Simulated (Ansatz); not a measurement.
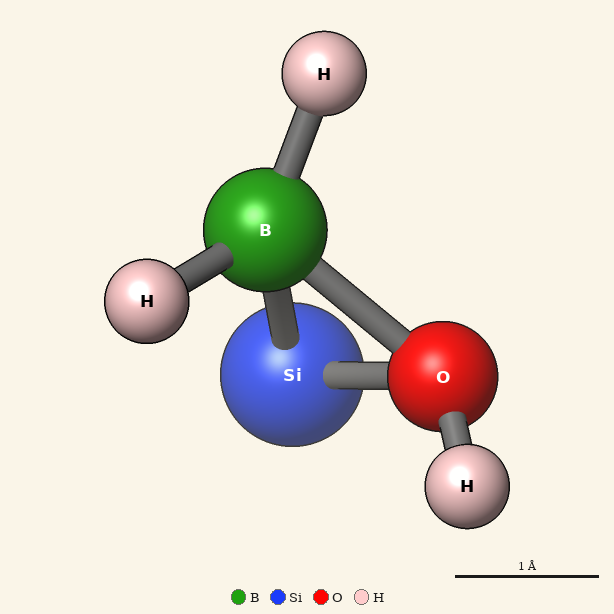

Atoms fade into the background with distance from the viewer. Computed geometry: PBE0-D4/def2-TZVP optimisation. No frequency run is at hand to confirm it as a minimum. Masses are those of the most abundant isotopes; constants are for the rigid equilibrium geometry.

Question: Classify the rotor and give the rotational constants (GHz).

Answer: An asymmetric top (C1): A = 20.3, B = 10.9, C = 7.65 GHz. Ray's parameter κ is −0.49, nearer the prolate limit.
